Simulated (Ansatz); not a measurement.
The calculation's input:

```
crystal:
  periodic: [false, false, false]
  atoms:
    - { symbol: C, position_ang: [-0.3858, 0.4911, -0.306] }
    - { symbol: Al, position_ang: [1.1068, -0.7234, -0.2996] }
    - { symbol: Br, position_ang: [1.4079, -2.158, 1.5454] }
    - { symbol: H, position_ang: [0.0121, 1.5892, -0.3943] }
    - { symbol: H, position_ang: [-1.0167, 0.409, 0.5998] }
    - { symbol: H, position_ang: [-1.0822, 0.3281, -1.1915] }
basis:
  gaussian:
    orbitals: def2-TZVP
hamiltonian:
  xc: revpbe0
magnetization:
  spin_polarized: true
  initial_magnetization: 1.0
output:
  orbitals: {}
```

These are results of Ansatz 0.2.0, SCF revpbe0, Gaussian basis, not measurements.

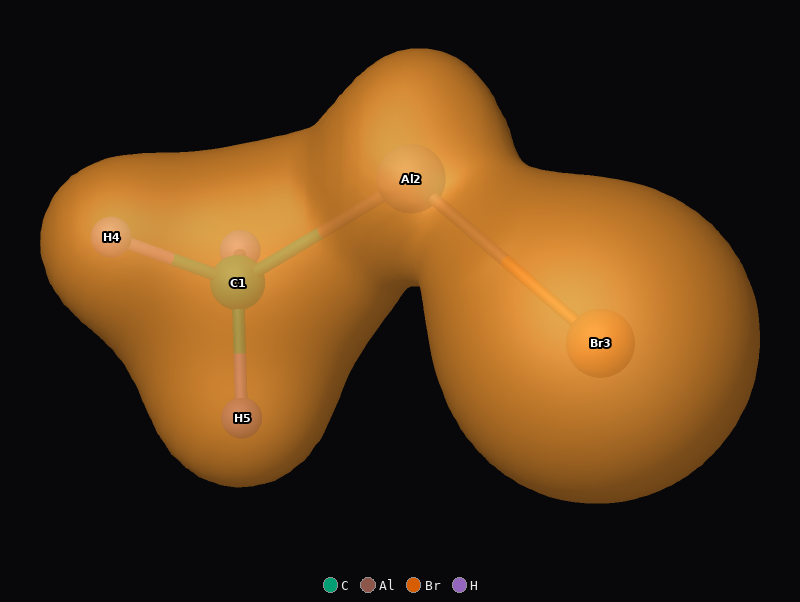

CH3AlBr (SMILES [CH3][Al][Br]) (doublet). Isosurface of the electron density at 0.2 e/Å³ (orange), seen at an oblique angle.

Question: Which contacts does the surface bridge?

Answer: At this value the surface is in one piece. It bridges the shortest C–Al (1.92 Å), Al–Br (2.36 Å) and C–H (1.11 Å) contacts, where the density stays above the isovalue. On the grid the lowest density along these lines, outside the cores, is 0.66 e/Å³ (C–Al, 1.92 Å), 0.37 e/Å³ (Al–Br, 2.36 Å) and 1.8 e/Å³ (C–H, 1.11 Å).
